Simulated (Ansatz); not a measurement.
```yaml
atoms:
  - { symbol: F, position_ang: [-1.5739, 0.4166, -0.5497] }
  - { symbol: C, position_ang: [-0.4055, 0.2795, 0.0626] }
  - { symbol: N, position_ang: [0.1081, -1.0582, 0.2098] }
  - { symbol: C, position_ang: [1.4384, -0.6907, 0.1346] }
  - { symbol: N, position_ang: [0.7575, 0.1032, -0.7689] }
  - { symbol: H, position_ang: [-0.3246, 0.9496, 0.9116] }
```

Geometry: PBE0-D4/def2-TZVP.

Method: RKS PBE0-D4/def2-TZVPP (Ansatz 0.2.0).

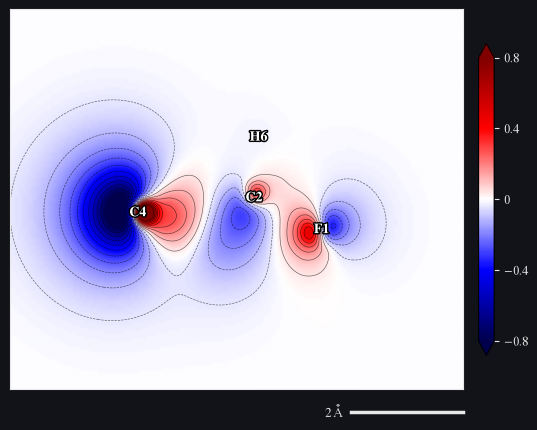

C2HFN2 (SMILES FC1N=C=N1). The HOMO on the plane of atoms F1, C2 and H6 (values in Å⁻³ᐟ²; the overall sign is arbitrary).

**Where does this orbital lie, and at what energy?**

Its weight (Hirshfeld) is mainly on C4 (about 75 %), N3 (about 10 %) and N5 (about 10 %). Its energy is −8.45 eV.
